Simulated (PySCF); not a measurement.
## Electronic structure of C4H3BF3N (SMILES C=N[C@H]1C(F)=C1B(F)F) in real space

```yaml
atoms:
  - { symbol: C, position_ang: [2.2959, -0.5516, -0.6766] }
  - { symbol: N, position_ang: [1.2626, 0.1571, -0.6167] }
  - { symbol: C, position_ang: [0.4150, 0.0828, 0.5011] }
  - { symbol: C, position_ang: [-0.4151, 1.2652, 0.8170] }
  - { symbol: F, position_ang: [-0.3769, 2.4638, 1.3273] }
  - { symbol: C, position_ang: [-1.0990, 0.3025, 0.2537] }
  - { symbol: B, position_ang: [-2.3782, -0.2858, -0.3252] }
  - { symbol: F, position_ang: [-2.4203, -1.4657, -0.9042] }
  - { symbol: F, position_ang: [-3.5319, 0.3457, -0.2640] }
  - { symbol: H, position_ang: [2.6102, -1.2510, 0.1053] }
  - { symbol: H, position_ang: [2.9209, -0.4689, -1.5516] }
  - { symbol: H, position_ang: [0.7180, -0.5949, 1.3079] }
```

Geometry: GFN2-xTB.

Level of theory: CAM-B3LYP/def2-SVPD, SCF density, gas phase in PySCF 2.14.0.

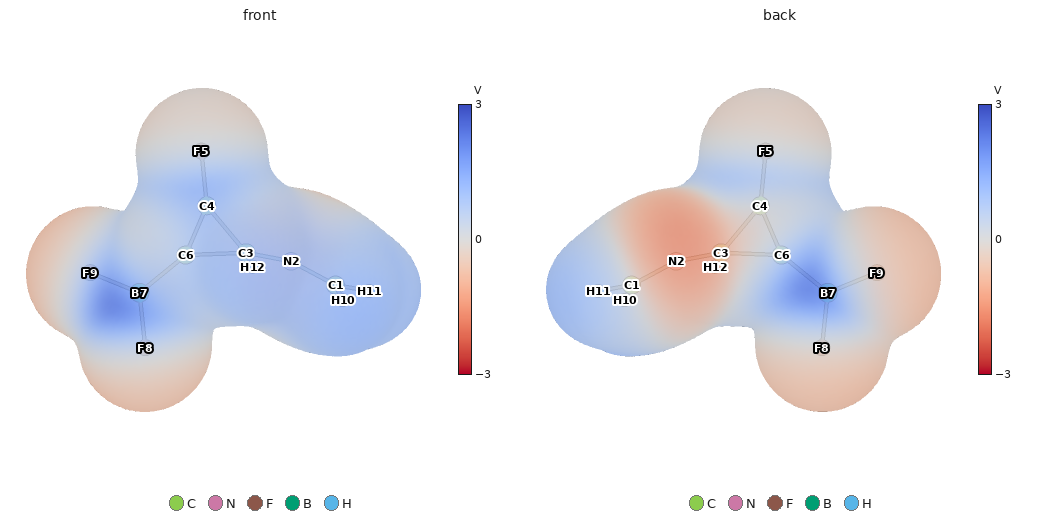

Figure 1. The molecular electrostatic potential painted on the density surface at 0.002 e/bohr³, seen from the front and from behind; red is negative and blue positive.

> Which sites attract a positive test charge, and which a negative one?

A positive charge is drawn to the negative regions and a negative charge to the positive ones. The most negative region (about −1.4 V) lies over N2, the most positive (about +2.0 V) over B7. N2 is the likeliest acceptor of a hydrogen bond.

> What dipole moment does the calculation give?

Its dipole moment is 2.83 D.

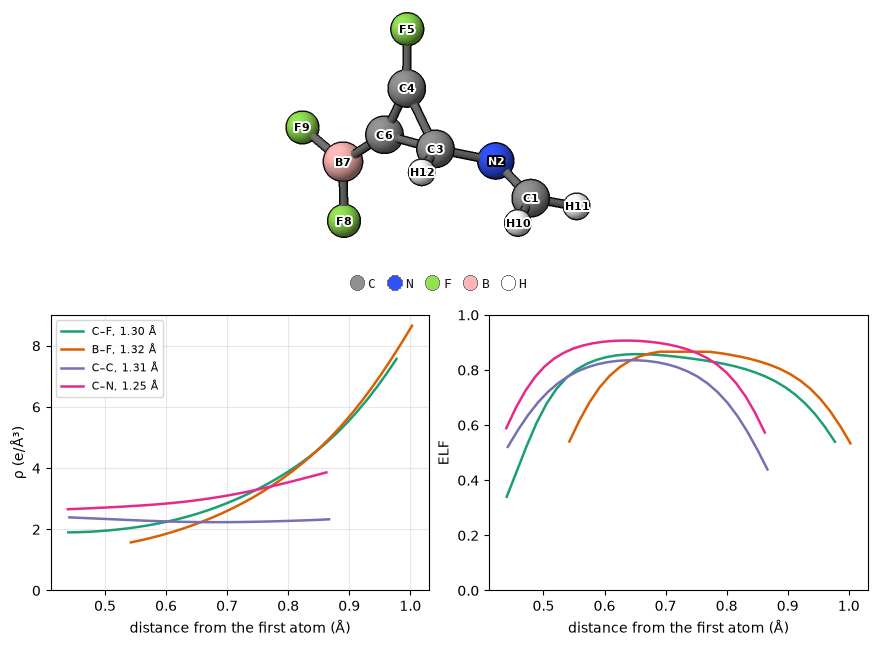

Figure 2. Total electron density and ELF along straight lines between neighbouring atoms. The curves leave out the atomic cores. The structure is drawn too.

> What can be read from the curves?

C–F (1.30 Å): the density is about 2.5 e/Å³ at the midpoint; the ELF peaks at about 0.85 between the atoms; a shared but strongly polarised pair.
B–F (1.32 Å): ρ is about 2.2 e/Å³ halfway; the ELF peaks at about 0.85 between the atoms, as expected for a shared but strongly polarised pair.
C–C (1.31 Å): the density is about 2.2 e/Å³ at the midpoint; the ELF peaks at about 0.85 between the atoms: a short, multiple covalent bond.
C–N (1.25 Å): ρ is about 2.9 e/Å³ halfway; the ELF peaks at about 0.90 between the atoms: a short, multiple covalent bond.
